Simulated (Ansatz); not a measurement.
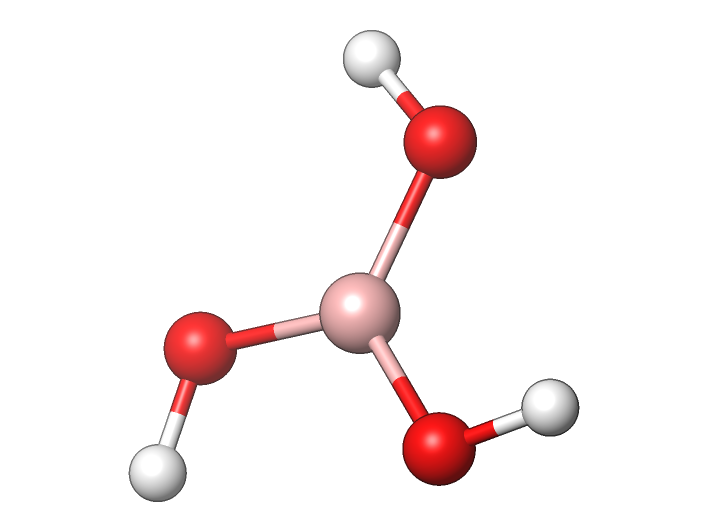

The picture shows a molecular structure as a ball-and-stick model. Colours: boron pink, oxygen red, hydrogen white.

What does the picture show?

Formula BH3O3. This geometry has C3h symmetry. All atoms lie on one plane. Coordination: 1 B trigonal planar; 3 O bent.

More results for the same structure follow; atom numbers are the same in all pictures, views and colours differ. The computed structure is the end point of a PBE0-D4/def2-TZVP optimisation.

### Shape

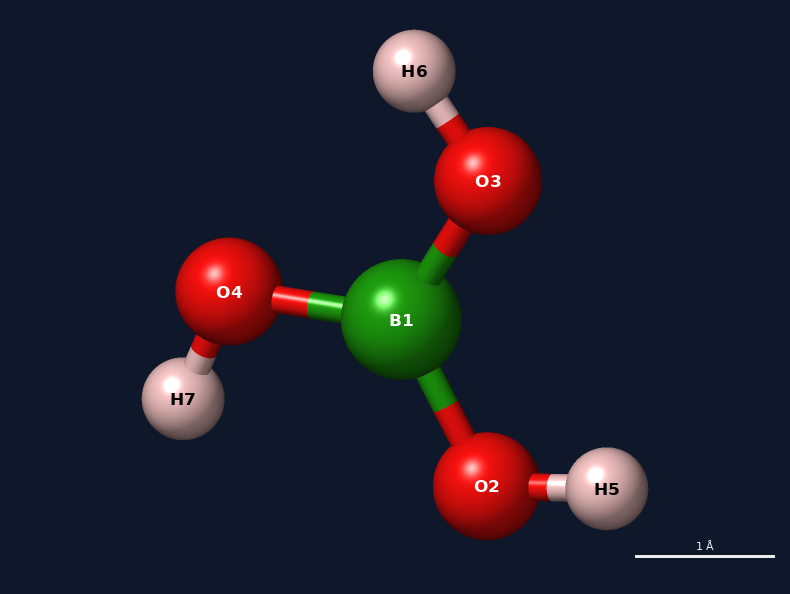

Which atoms are bonded, and how long are the bonds?

| bond | length (Å) |
| --- | --- |
| B1–O2 | 1.366 |
| B1–O3 | 1.366 |
| B1–O4 | 1.366 |
| O2–H5 | 0.960 |
| O3–H6 | 0.960 |
| O4–H7 | 0.960 |

### Thermal motion

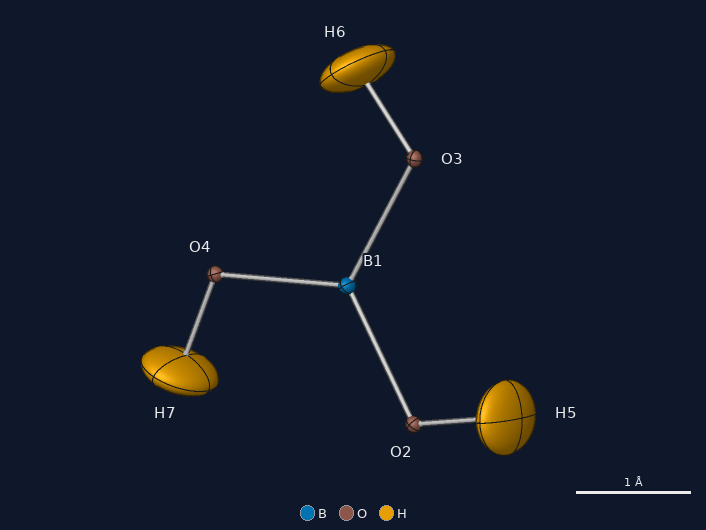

Displacement ellipsoids at the 50 % level, enlarged 1.5 times, from the internal vibrations of the free molecule (harmonic, no overall translation or rotation; no half-axis is drawn under 0.075 Å). Vibrations computed with RKS PBE0-D4/def2-TZVP (Ansatz 0.2.0). Temperature: 298 K.

Question: Which atom has the largest mean-square displacement?

Answer: H5, H6, H7, with U_eq = 0.0208 Å².

Question: Does H5 move more along its bond or across it?

Answer: Across it: the root-mean-square amplitude is 0.071 Å along the bond and up to 0.192 Å across, since bending and torsion are softer than stretching.

List U_eq and the three principal root-mean-square amplitudes for each kind of atom.

| atom | U_eq (Å²) | rms amplitudes (Å) |
| --- | --- | --- |
| B1 | 0.0015 | 0.035, 0.035, 0.046 |
| O2, O3, O4 | 0.00083 | 0.018, 0.032, 0.034 |
| H5, H6, H7 | 0.0208 | 0.071, 0.143, 0.192 |

### Electronic properties

Level of theory: RKS PBE0-D4/def2-TZVPP (Ansatz 0.2.0).

Question: Estimate the dispersion correction.

Answer: −6.7 kJ/mol.

Question: What is the HOMO energy (Kohn–Sham orbital)?

Answer: −9.33 eV.

Question: What is the HOMO–LUMO gap?

Answer: 9.92 eV.

### Charges

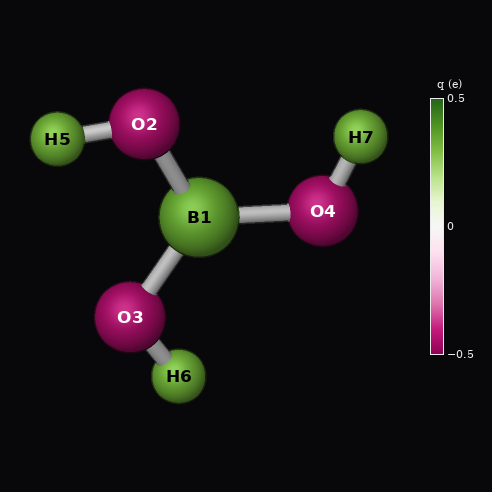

Atoms are coloured by their Mulliken charges. Level of theory: RKS PBE0-D4/def2-TZVP (Ansatz 0.2.0).

List the Mulliken charges.

| atom | value (e) |
| --- | --- |
| B1 | 0.35 |
| O2 | −0.45 |
| O3 | −0.45 |
| O4 | −0.45 |
| H5 | 0.34 |
| H6 | 0.34 |
| H7 | 0.34 |

Mulliken values depend strongly on the basis set and can even reverse the polarity of a bond.
